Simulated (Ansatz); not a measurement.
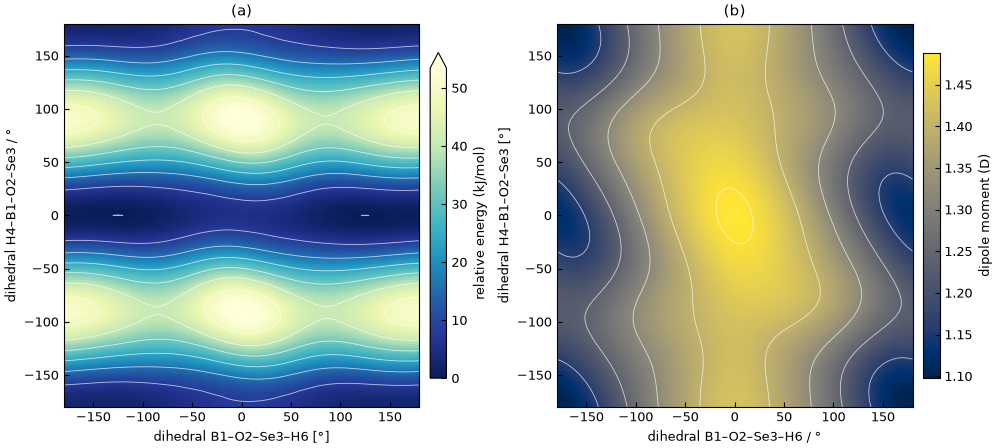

BH₃OSe, SMILES BO[SeH]. The first coordinate is: dihedral B1–O2–Se3–H6; the second: dihedral H4–B1–O2–Se3. Nothing is relaxed (all other coordinates rigid). The grid has 18 × 18 points. Points are written as (first, second). Energies are in kJ/mol, from the lowest grid point. Level of theory: RHF/def2-TZVP (Ansatz 0.2.0).

Panel (a) is the energy; panel (b) is the computed dipole moment, in D.

Drawn: a smooth colour map with a few white contour lines, one colour for all values above the top of the scale. Between grid points the surface is interpolated.

**How does the dipole moment vary over the map, and what is it at the lowest grid point?**

Leaving out the highest fifth of the energies, it runs from 1.10 D at (−180°, −180°) to 1.49 D at (0°, 0°). At the lowest grid point, (−120°, 0°), it is 1.25 D.

```tsv
dihedral H4–B1–O2–Se3 ↓, dihedral B1–O2–Se3–H6 →	−160	−120	−80	−40	0	40	80	120	160
160	1.12	1.20	1.31	1.39	1.42	1.39	1.32	1.23	1.14
120	1.20	1.26	1.34	1.39	1.42	1.39	1.34	1.28	1.21
80	1.25	1.34	1.41	1.44	1.44	1.40	1.35	1.28	1.22
40	1.21	1.31	1.39	1.45	1.47	1.42	1.33	1.23	1.16
0	1.14	1.25	1.36	1.45	1.49	1.45	1.36	1.25	1.14
−40	1.16	1.23	1.33	1.42	1.47	1.45	1.39	1.31	1.21
−80	1.22	1.28	1.35	1.40	1.44	1.44	1.41	1.34	1.25
−120	1.21	1.28	1.34	1.39	1.42	1.40	1.35	1.26	1.20
−160	1.14	1.23	1.32	1.39	1.43	1.39	1.31	1.20	1.12
```

The table holds every second grid line.
